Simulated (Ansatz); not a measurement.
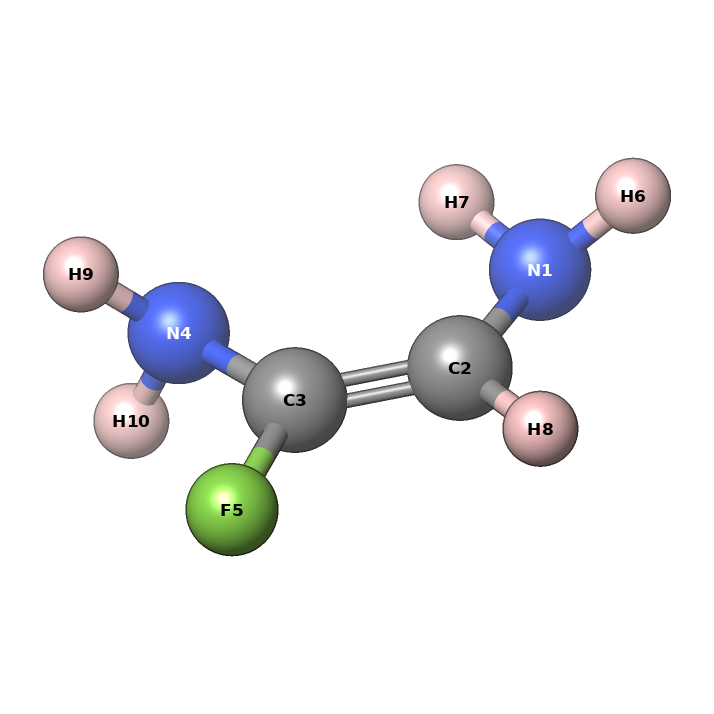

Depth is shown by fading: the farther an atom, the more it takes the colour of the background. The computed structure is the end point of a PBE0-D4/def2-TZVP optimisation. No frequency run is at hand to confirm it as a minimum.

Find the stereocentres and stereogenic double bonds.

Double bonds: C2=C3.

Assign CIP descriptors.

C2=C3: E.

Write the isomeric SMILES.

N/C=C(\N)F
